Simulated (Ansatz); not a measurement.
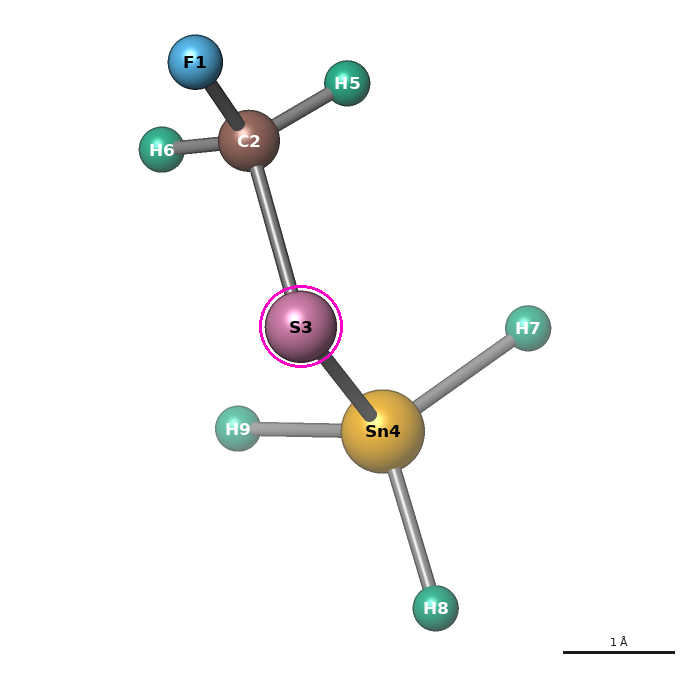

Orthographic view. Atoms fade into the background with distance from the viewer. Computed geometry: PBE-D4/def2-SVP optimisation. No frequency run is at hand to confirm it as a minimum.

Q: Name the neighbours of the circled atom.

A: The circled atom is S3; it is bonded to C2, Sn4.

Q: Of S3 and Sn4, which is nearer the viewer?

A: S3; the bond to Sn4 points away from the viewer, so it looks shorter than its 2.44 Å.

Q: Which two atoms are farthest apart in space?

A: F1 and H8, 5.84 Å.

Q: Which atom is nearest the viewer?

A: F1, 1.8 Å in front of the mean position.
